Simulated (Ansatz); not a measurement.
## Hypothetical zinc blende TlBr, carrier doping

The reference is TlBr in the zinc blende structure (space group F-43m, No. 216; a = 7.504 Å; a hypothetical phase, not in the database extracts checked).

Carriers are added at fixed cell with a uniform background; the Fermi–Dirac width is that of 300 K.

All numbers come from Kohn–Sham DFT with the PBE functional, run in Ansatz (a program for electronic structure) with PAW and 420 eV plane waves, spin-orbit coupling left out, earlier PAW set.

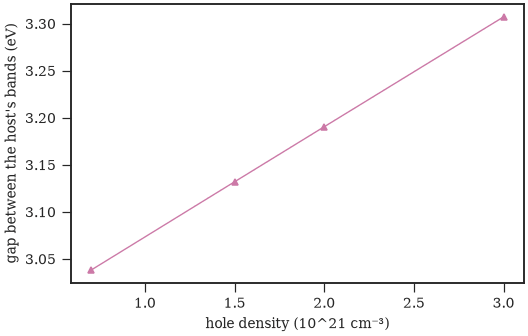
Fig. 1. Gap between the host's bands against hole density

From the plot, what is the gap between the host's bands for holes 2.0×10^21 cm⁻³?

About 3.19 eV.

Is the trend monotonic over the range shown?

Yes, it rises throughout, spanning 3.04 eV to 3.31 eV.

Charged cell with a jellium background: band edges are those of the host's band count, energies are not comparable with the neutral cell, and many-body gap narrowing is missing. Spin-orbit coupling, missing from the scalar runs, can matter with Tl. No phonon test of stability was made.
